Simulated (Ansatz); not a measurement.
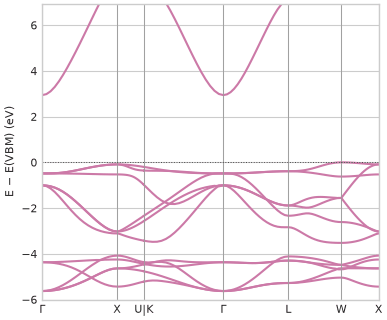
Fig. 1. Band structure from the program Ansatz at the PBEsol level (PAW)

Q: Read off the gap and where the band edges lie.

A: About 2.9 eV (2.94 eV by a search for the band edges); maximum at W, minimum at Γ.

Q: Which compound is it?
(A) BeS, rock salt
(B) C, Fd-3m (C on 32e)
(C) CdF2, fluorite
(D) CaO, zinc blende

A: C, CdF2, fluorite

Space group Fm-3m (fluorite). The PBEsol relaxation kept the symmetry of its start. Spin–orbit coupling is left out wherever it is not named.

Potentials: the earlier of the program's two PAW sets. The files were generated under PBE; for other functionals the program regenerates the frozen cores, and for LDA and PBEsol the local potential too.
